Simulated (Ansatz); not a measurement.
Cl3H3HfO2···HCl

The calculation's input:

```
crystal:
  periodic: [false, false, false]
  atoms:
    - {symbol: Hf, position_ang: [-0.449548, 0.700395, -0.319552]}
    - {symbol: Cl, position_ang: [-0.615034, -2.445728, -0.315138]}
    - {symbol: Cl, position_ang: [-0.888180, 0.370240, -2.613666]}
    - {symbol: Cl, position_ang: [-2.548622, 0.188878, 0.693671]}
    - {symbol: Cl, position_ang: [-0.327848, 3.013337, -0.083764]}
    - {symbol: H, position_ang: [1.513644, -0.023481, 0.559747]}
    - {symbol: O, position_ang: [1.580422, 0.135017, -0.624502]}
    - {symbol: H, position_ang: [-1.703504, -2.123198, 0.297597]}
    - {symbol: O, position_ang: [0.655051, 0.099436, 1.408058]}
    - {symbol: H, position_ang: [2.000713, -0.454103, -1.251305]}
    - {symbol: H, position_ang: [0.782907, 0.539407, 2.248954]}
basis:
  gaussian: {orbitals: def2-TZVPP}
hamiltonian: {xc: pbe0, dispersion: d4}
output: {orbitals: {seedname: orbitals}}
```

Command:

```sh
ansatz run in.yaml --threads 4 --pin off --events-out ev --progress --plain --max-ram 66560MiB --backend cuda --devices 0, --max-vram 37GiB
```

A transition-state structure; geometry: PBE0-D4/def2-TZVP; core potentials replace the inner electrons of Hf.

Theory: RKS PBE0-D4/def2-TZVPP (Ansatz 0.2.0).

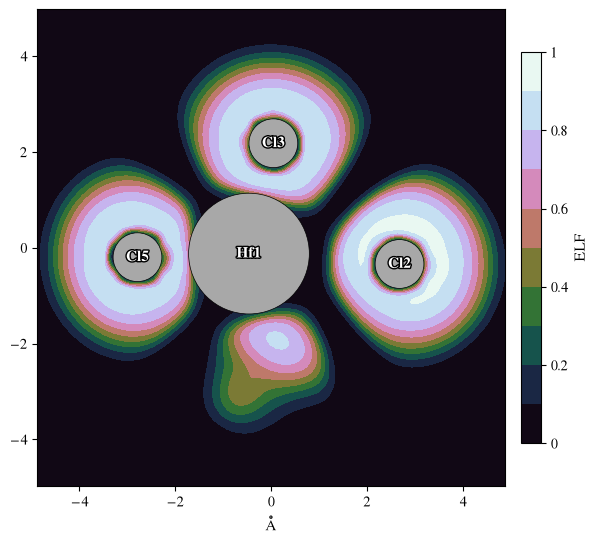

Figure 1. Electron localisation function on the plane of atoms Cl3, Hf1 and Cl5. Grey discs cover the atomic cores.

**Read the bonding off the picture.**

The section cuts through Hf and Cl sites. Hf1···Cl2 (3.15 Å): the ELF is about 0.15 at the midpoint. Hf–Cl (2.33 Å): the ELF peaks at about 0.85 in the valence shell of Cl, 0.8 Å from its nucleus, and is about 0.40 at the midpoint. Hf–Cl (2.36 Å): the ELF peaks at about 0.85 in the valence shell of Cl, 0.9 Å from its nucleus, and is about 0.35 at the midpoint. The ELF also peaks beside Cl2, away from the bonds: lone-pair regions.

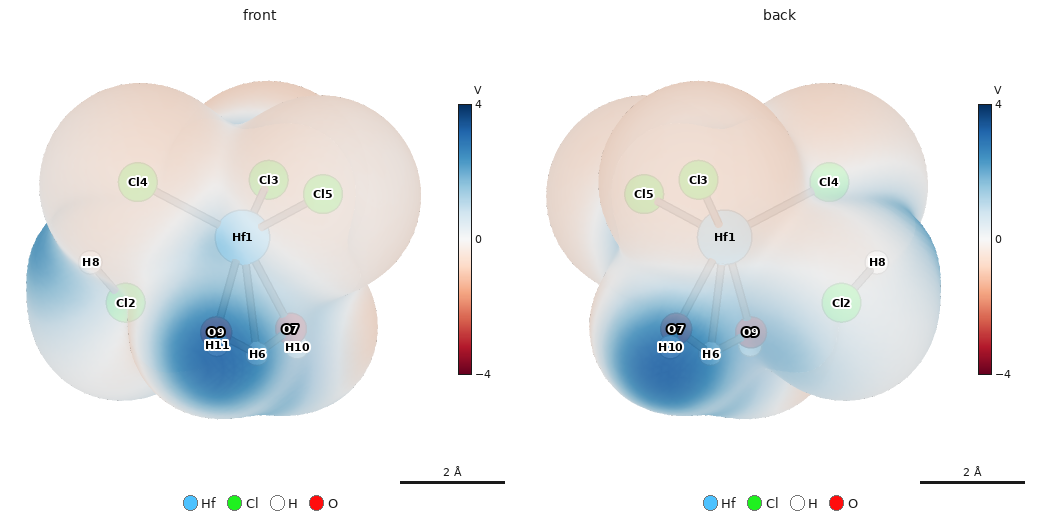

Figure 2. The electrostatic potential painted on the density surface at 0.002 e/bohr³, seen from the front and from behind; the colour scale runs from red (negative) to blue (positive).

**Where is the surface potential most negative and most positive?**

The most negative region (about −0.7 V) lies over Cl3, the most positive (about +3.1 V) over H10 and H11. Cl2 shows a σ-hole: about +1.3 V at the tip opposite its bond, against about −0.1 V on its flanks.

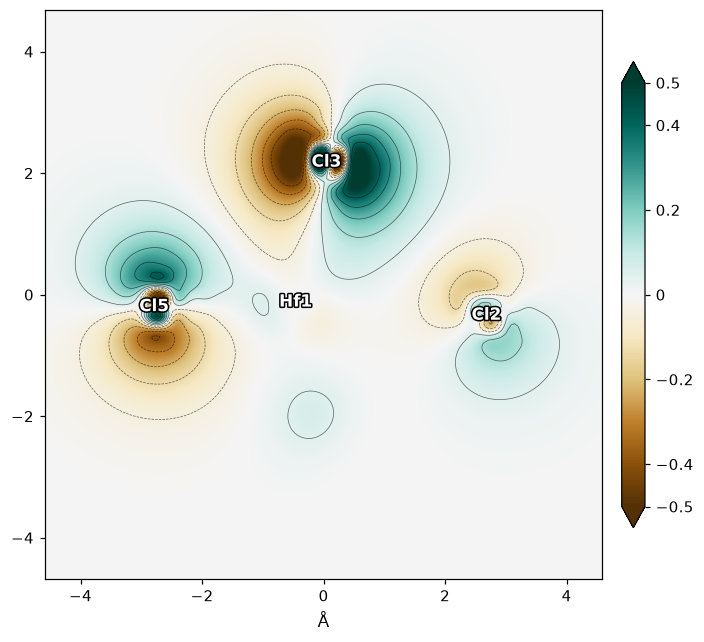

Figure 3. The HOMO−1 on the plane of atoms Cl3, Hf1 and Cl5 (values in Å⁻³ᐟ²; the overall sign is arbitrary).

**Where does this orbital lie, and at what energy?**

By Hirshfeld shares it lies mainly on Cl3 (about 65 %) and Cl5 (about 20 %). Its energy is −8.92 eV.

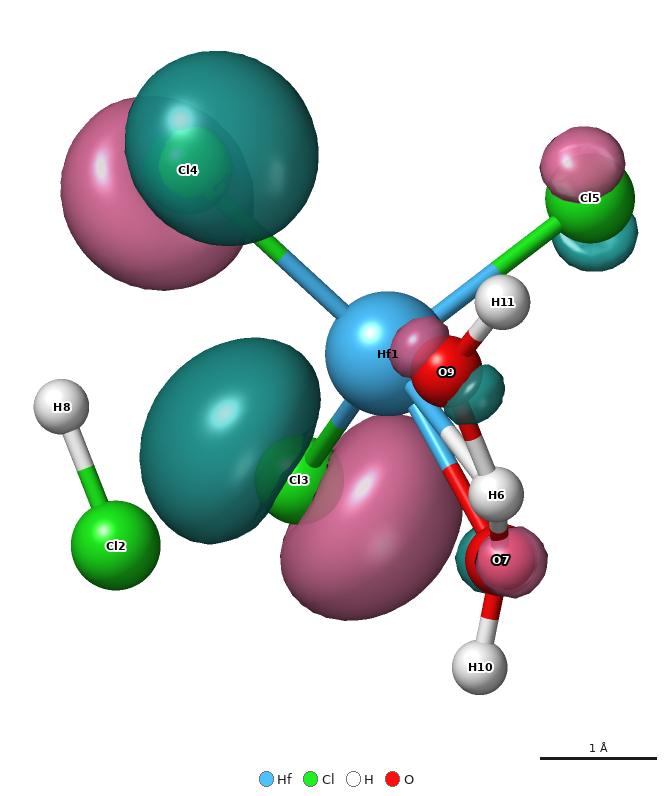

Figure 4. One frontier orbital at ±0.15 Å⁻³ᐟ² (teal and pink are the two phases), seen at a tilt.

**Which orbital is it: HOMO or LUMO?**

The HOMO, at −8.84 eV. Its weight (Hirshfeld) is mainly on Cl3 (about 50 %) and Cl4 (about 35 %); largely a combination of lone pairs on Cl3 and Cl4.
